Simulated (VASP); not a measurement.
Band structure of AuZn (CsCl type). Calculation: PBE GGA with D3 dispersion (Becke-Johnson damping), VASP's PBE PAW potentials (set 64) (plane waves; VASP).

Unless said otherwise, spin-orbit coupling is left out, though it shifts the bands of the heavy elements here.

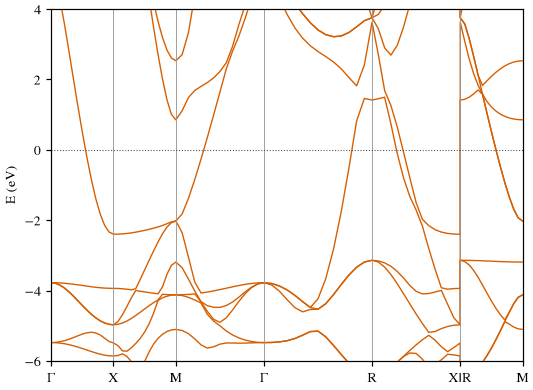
Figure. Bands along high-symmetry lines, zero at the valence-band maximum or, without a gap, the Fermi level

Question: Read the plot: is there a gap, and where are the band edges?

Answer: It has no gap at this level: it comes out as a metal or semimetal. (Edges off the drawn lines would not show.)

The compound is AuZn in the CsCl type structure. It was relaxed first. The electron count is odd and the run is not spin-polarised, which forces a metal.
